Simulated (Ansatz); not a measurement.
**ClH₅OSi (built from SMILES Cl.O[SiH3]): a reaction path by the nudged elastic band**

Aim: the minimum-energy path between two given structures and its highest point. Both ends were relaxed at PBE0-D4 in triple zeta.

Program: Ansatz 0.2.0, Gaussian basis. Level of theory: PBE0-D4/def2-SVP. These are calculated values, not measurements.

22 further runs of the same task are left out: 22 set aside as unsound or not needed.

## Step 1: The system as given

The first end: 8 atoms, charge 0, spin multiplicity 1.

Atoms are counted from 1 here; the program's logs count them from 0.

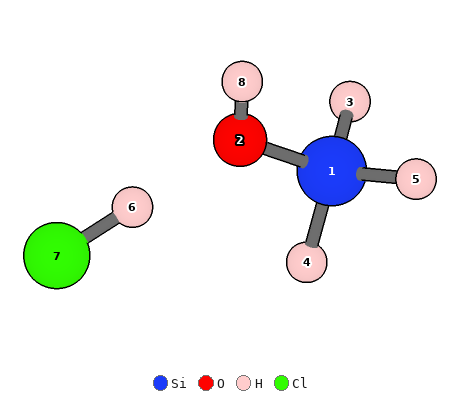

The starting geometry (silicon blue, oxygen red, hydrogen pink, chlorine green); atoms are numbered from 1 in the order of the file.

Geometry (Å):

```mol
ClH5OSi
  3D, bonds by distance, orders not assigned

  8  6  0  0  0  0  0  0  0  0999 V2000
   -0.8338   -0.6870   -0.3904 Si  0  0
    0.1513    0.1078    0.6872 O   0  0
   -0.7191   -2.1578   -0.2167 H   0  0
   -0.3533   -0.2766   -1.7265 H   0  0
   -2.2516   -0.2896   -0.1942 H   0  0
    1.5195    1.2582    0.2647 H   0  0
    2.4835    2.0706   -0.0489 Cl  0  0
    0.0035   -0.0256    1.6249 H   0  0
  1  2  8  0
  1  3  8  0
  1  4  8  0
  1  5  8  0
  2  8  8  0
  6  7  8  0
M  END
```

The second end:

```xyz
8
ClH5OSi
Si   -0.5806   -0.0574   -1.1025
O     0.7057   -0.4282    1.7736
H    -0.1247   -1.4440   -0.8832
H    -1.1820    0.0812   -2.4507
H    -1.5443    0.3905   -0.0756
H     1.3605    0.1388    1.3556
Cl    1.0593    1.2052   -1.0749
H     0.3062    0.1138    2.4577
```

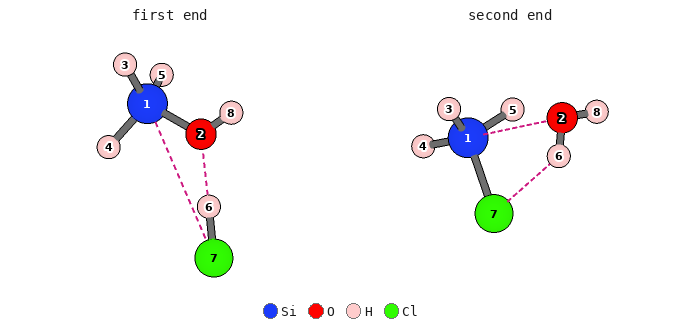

The two ends; dashed lines mark the contacts followed along the path.

## Step 2: The band at PBE0-D4/def2-SVP

Contents of neb/in.yaml:

```yaml
crystal:
  periodic: [false, false, false]
  atoms:
    - {symbol: Si, position_ang: [-0.833809, -0.687017, -0.390433]}
    - {symbol: O, position_ang: [0.151266, 0.107817, 0.687213]}
    - {symbol: H, position_ang: [-0.719061, -2.157835, -0.216740]}
    - {symbol: H, position_ang: [-0.353252, -0.276595, -1.726517]}
    - {symbol: H, position_ang: [-2.251590, -0.289609, -0.194211]}
    - {symbol: H, position_ang: [1.519535, 1.258228, 0.264651]}
    - {symbol: Cl, position_ang: [2.483479, 2.070612, -0.048913]}
    - {symbol: H, position_ang: [0.003530, -0.025601, 1.624948]}
basis:
  gaussian: {orbitals: def2-SVP}
hamiltonian: {xc: pbe0, dispersion: d4}
neb:
  images: 5
  climbing: true
  max_iterations: 40
  initial_path: idpp
  final_atoms:
    - {symbol: Si, position_ang: [-0.580600, -0.057401, -1.102459]}
    - {symbol: O, position_ang: [0.705735, -0.428151, 1.773552]}
    - {symbol: H, position_ang: [-0.124699, -1.443962, -0.883238]}
    - {symbol: H, position_ang: [-1.182027, 0.081186, -2.450701]}
    - {symbol: H, position_ang: [-1.544311, 0.390533, -0.075565]}
    - {symbol: H, position_ang: [1.360499, 0.138792, 1.355586]}
    - {symbol: Cl, position_ang: [1.059307, 1.205169, -1.074889]}
    - {symbol: H, position_ang: [0.306195, 0.113835, 2.457713]}
```

The run is started by

```
> ansatz run in.yaml --threads 2 --pin off --events-out ev --progress --plain --max-ram 4352MiB
```

What it wrote:

```text
Functional definition: PBE0
  name "PBE0"
  cite "Adamo & Barone, J. Chem. Phys. 110, 6158 (1999) doi:10.1063/1.478522"
  cite "Perdew, Burke & Ernzerhof, Phys. Rev. Lett. 77, 3865 (1996) doi:10.1103/PhysRevLett.77.3865"
  parent pbe
  parameter a = 0.25
  parameter kappa = 0.804
  parameter beta = 0.06672455060314922
  exchange = (1 - a)*pbe_x(kappa = kappa, mu = beta*pi^2/3) + a*exact_x
  correlation = pbe_c(beta = beta)
758 factors; integrals over basis functions are off by at most 4.9e-4 eV
mean field evaluation 1: about -22508.9254 eV, gradient 4.2e1 eV
mean field evaluation 2: about -22504.7570 eV, gradient 6.3e1 eV
mean field evaluation 4: about -22511.8950 eV, gradient 1.1e0 eV
mean field evaluation 8: about -22511.8980 eV, gradient 5.6e-3 eV
mean field -22511.89804362 eV, -827.2969939905 hartree, gradient 2.1e-5 eV, S^2 0.000000; 0 other end points of the search recorded, 0 dependent functions left out
the calculation of the forces begins
reference -22511.89806803 eV, -827.2969948874 hartree; 22, 22 occupied and 53, 53 virtual orbitals, 758 factors
[... from here to the last solve, the lines of the solves are left out (218 solves) ...]
WARN: NEB end point (image 0): max|allowed force component| = 3.985e-1 eV/Å (the criterion of neb.relax_end_points is 1.000e-2). That is over neb.f_tol: it is no minimum, so the barrier can be far off. Relax it first
WARN: NEB end point (image 6): max|allowed force component| = 3.095e-1 eV/Å (the criterion of neb.relax_end_points is 1.000e-2). That is over neb.f_tol: it is no minimum, so the barrier can be far off. Relax it first
NEB iter   1: max|band force component| = 4.177e0 eV/Å  barrier→ = 3.5773 eV  barrier← = 3.6504 eV  Δτ_max = 0.2000 Å  (160 SCF iters)
NEB iter   2: max|band force component| = 2.303e0 eV/Å  barrier→ = 1.8560 eV  barrier← = 1.9291 eV  Δτ_max = 0.2000 Å  (134 SCF iters)
NEB iter   3: max|band force component| = 8.538e0 eV/Å  barrier→ = 1.3464 eV  barrier← = 1.4194 eV  Δτ_max = 0.1013 Å  (132 SCF iters)
NEB iter   4: max|band force component| = 1.825e0 eV/Å  barrier→ = 1.1233 eV  barrier← = 1.1964 eV  Δτ_max = 0.1993 Å  (122 SCF iters)
NEB iter   5: max|band force component| = 6.815e-1 eV/Å  barrier→ = 1.0853 eV  barrier← = 1.1584 eV  Δτ_max = 0.0960 Å  (119 SCF iters)
NEB iter   6: max|band force component| = 3.813e-1 eV/Å  barrier→ = 1.0574 eV  barrier← = 1.1305 eV  CI = image 3  Δτ_max = 0.0387 Å  (115 SCF iters)
NEB iter   7: max|band force component| = 2.246e-1 eV/Å  barrier→ = 1.0563 eV  barrier← = 1.1293 eV  CI = image 3  Δτ_max = 0.0724 Å  (115 SCF iters)
NEB iter   8: max|band force component| = 1.796e-1 eV/Å  barrier→ = 1.0504 eV  barrier← = 1.1234 eV  CI = image 3  Δτ_max = 0.1052 Å  (111 SCF iters)
NEB iter   9: max|band force component| = 1.589e-1 eV/Å  barrier→ = 1.0372 eV  barrier← = 1.1102 eV  CI = image 3  Δτ_max = 0.1977 Å  (115 SCF iters)
NEB iter  10: max|band force component| = 3.027e-1 eV/Å  barrier→ = 1.0000 eV  barrier← = 1.0731 eV  CI = image 3  Δτ_max = 0.1000 Å  (119 SCF iters)
NEB iter  11: max|band force component| = 2.548e-1 eV/Å  barrier→ = 0.9644 eV  barrier← = 1.0375 eV  CI = image 3  Δτ_max = 0.1001 Å  (114 SCF iters)
NEB iter  12: max|band force component| = 2.376e-1 eV/Å  barrier→ = 0.9269 eV  barrier← = 1.0000 eV  CI = image 3  Δτ_max = 0.1001 Å  (113 SCF iters)
NEB iter  13: max|band force component| = 2.528e-1 eV/Å  barrier→ = 0.8904 eV  barrier← = 0.9635 eV  CI = image 3  Δτ_max = 0.1000 Å  (113 SCF iters)
NEB iter  14: max|band force component| = 2.563e-1 eV/Å  barrier→ = 0.8574 eV  barrier← = 0.9305 eV  CI = image 3  Δτ_max = 0.1984 Å  (112 SCF iters)
NEB iter  15: max|band force component| = 2.436e-1 eV/Å  barrier→ = 0.8139 eV  barrier← = 0.8869 eV  CI = image 3  Δτ_max = 0.0743 Å  (120 SCF iters)
NEB iter  16: max|band force component| = 2.824e-1 eV/Å  barrier→ = 0.7977 eV  barrier← = 0.8708 eV  CI = image 3  Δτ_max = 0.0379 Å  (116 SCF iters)
NEB iter  17: max|band force component| = 2.142e-1 eV/Å  barrier→ = 0.7909 eV  barrier← = 0.8640 eV  CI = image 3  Δτ_max = 0.0750 Å  (110 SCF iters)
NEB iter  18: max|band force component| = 3.499e-1 eV/Å  barrier→ = 0.7785 eV  barrier← = 0.8515 eV  CI = image 3  Δτ_max = 0.0377 Å  (112 SCF iters)
NEB iter  19: max|band force component| = 2.802e-1 eV/Å  barrier→ = 0.7746 eV  barrier← = 0.8476 eV  CI = image 3  Δτ_max = 0.0760 Å  (111 SCF iters)
NEB iter  20: max|band force component| = 1.202e-1 eV/Å  barrier→ = 0.7710 eV  barrier← = 0.8440 eV  CI = image 3  Δτ_max = 0.0760 Å  (109 SCF iters)
NEB iter  21: max|band force component| = 1.171e-1 eV/Å  barrier→ = 0.7695 eV  barrier← = 0.8426 eV  CI = image 3  Δτ_max = 0.1535 Å  (108 SCF iters)
NEB iter  22: max|band force component| = 2.349e-1 eV/Å  barrier→ = 0.7687 eV  barrier← = 0.8418 eV  CI = image 3  Δτ_max = 0.0709 Å  (113 SCF iters)
NEB iter  23: max|band force component| = 1.727e-1 eV/Å  barrier→ = 0.7682 eV  barrier← = 0.8412 eV  CI = image 3  Δτ_max = 0.0758 Å  (104 SCF iters)
NEB iter  24: max|band force component| = 6.749e-2 eV/Å  barrier→ = 0.7678 eV  barrier← = 0.8408 eV  CI = image 3  Δτ_max = 0.0872 Å  (102 SCF iters)
NEB iter  25: max|band force component| = 8.319e-2 eV/Å  barrier→ = 0.7675 eV  barrier← = 0.8406 eV  CI = image 3  Δτ_max = 0.0431 Å  (105 SCF iters)
NEB iter  26: max|band force component| = 9.029e-2 eV/Å  barrier→ = 0.7674 eV  barrier← = 0.8405 eV  CI = image 3  Δτ_max = 0.0215 Å  (100 SCF iters)
NEB iter  27: max|band force component| = 8.926e-2 eV/Å  barrier→ = 0.7674 eV  barrier← = 0.8405 eV  CI = image 3  Δτ_max = 0.0108 Å  (98 SCF iters)
NEB iter  28: max|band force component| = 7.461e-2 eV/Å  barrier→ = 0.7674 eV  barrier← = 0.8405 eV  CI = image 3  Δτ_max = 0.0057 Å  (98 SCF iters)
NEB iter  29: max|band force component| = 5.049e-2 eV/Å  barrier→ = 0.7674 eV  barrier← = 0.8405 eV  CI = image 3  Δτ_max = 0.0108 Å  (90 SCF iters)
760 factors; integrals over basis functions are off by at most 9.6e-4 eV
mean field -22511.10329272 eV, -827.2677874336 hartree, gradient 1.3e-6 eV, S^2 0.000000; 0 other end points of the search recorded, 0 dependent functions left out
the calculation of the forces begins
reference -22511.10331517 eV, -827.2677882588 hartree; 22, 22 occupied and 53, 53 virtual orbitals, 760 factors
NEB iter  30: max|band force component| = 3.538e-2 eV/Å  barrier→ = 0.7674 eV  barrier← = 0.8405 eV  CI = image 3  CI's point: of a kind that is not told: the force calls were inconclusive, a negative curvature could not be distinguished from the path's own, the only one lies far off the path, or fixed occupations may fill a level only in part  Δτ_max = 0.0000 Å  (1452 SCF iters)
Total energy: -22511.22435717 eV, -827.2722364702 hartree
Atom 0 at    -0.279254    -0.308494    -0.636515 Å, force    -0.000847     0.001302     0.000831 eV/Å
Atom 1 at    -0.051990     0.112078     1.182517 Å, force    -0.003466    -0.006716     0.000299 eV/Å
Atom 2 at     0.265084    -1.622904    -1.049051 Å, force     0.000556     0.000305     0.000157 eV/Å
Atom 3 at    -0.412360     0.794198    -1.622505 Å, force     0.000439    -0.000203     0.000459 eV/Å
Atom 4 at    -1.727400    -0.613562    -0.308897 Å, force     0.000982     0.000127     0.000315 eV/Å
Atom 5 at     0.887581     0.525445     1.121097 Å, force     0.000138     0.002588     0.001432 eV/Å
Atom 6 at     2.048478     0.481113    -0.325820 Å, force     0.000657    -0.000090    -0.002005 eV/Å
Atom 7 at    -0.730041     0.632126     1.639172 Å, force     0.001542     0.002688    -0.001488 eV/Å
Dipole moment:    -0.678042     0.159340     0.553593 e Å
```

Wall time 3.3 min (2 threads of Arm Neoverse V2, shared host).

The last band:

| image | path (Å) | energy (kcal/mol) | Si1–Cl7 (Å) | O2–H6 (Å) | Si1–O2 (Å) | H6–Cl7 (Å) |
| --- | --- | --- | --- | --- | --- | --- |
| 0 | 0.00 | 0.0 | 4.33 | 1.84 | 1.66 | 1.30 |
| 1 | 1.33 | -0.4 | 3.92 | 1.79 | 1.69 | 1.31 |
| 2 | 2.66 | -0.3 | 3.61 | 1.78 | 1.69 | 1.31 |
| 3 | 3.99 | 17.7 | 2.48 | 1.03 | 1.88 | 1.86 |
| 4 | 4.93 | 12.6 | 2.17 | 0.97 | 2.37 | 2.17 |
| 5 | 5.87 | -0.2 | 2.09 | 0.97 | 2.95 | 2.36 |
| 6 | 6.80 | -1.7 | 2.07 | 0.96 | 3.17 | 2.67 |

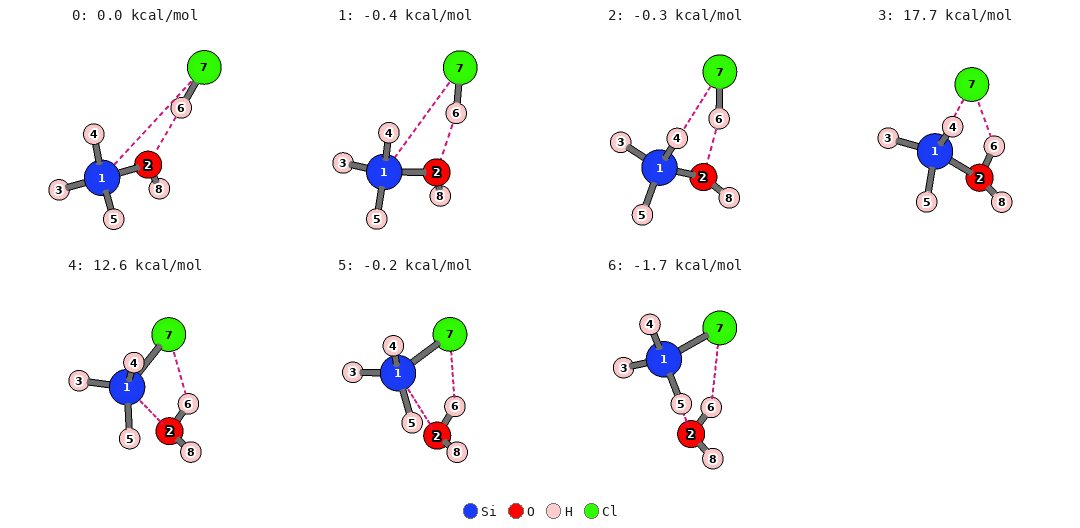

The images of the last band.

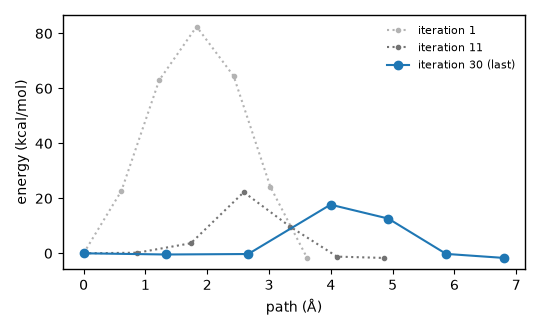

Energy along the path.

The highest image, 3:

```
Si   -0.27925   -0.30849   -0.63652
O    -0.05199    0.11208    1.18252
H     0.26508   -1.62290   -1.04905
H    -0.41236    0.79420   -1.62251
H    -1.72740   -0.61356   -0.30890
H     0.88758    0.52545    1.12110
Cl    2.04848    0.48111   -0.32582
H    -0.73004    0.63213    1.63917
```

## Step 3: What came out

| quantity | value |
| --- | --- |
| PBE0-D4/def2-SVP, 30 iterations | highest 17.7 kcal/mol (image 3), last end -1.7 kcal/mol |
| from earlier runs: barrier over the separately found saddle, CCSD(T)/def2-TZVPP | 24.3 kcal/mol |

The highest image lies 17.7 kcal/mol above the first end, and it climbed, so it estimates the saddle. The ends are not quite minima at this level (largest force component 0.40 eV/Å), so the heights are unreliable: relaxing the first end would lower it and raise the barrier above it. The highest image is 6.6 kcal/mol below the CCSD(T) barrier in triple zeta, which comes from separate runs on the saddle.
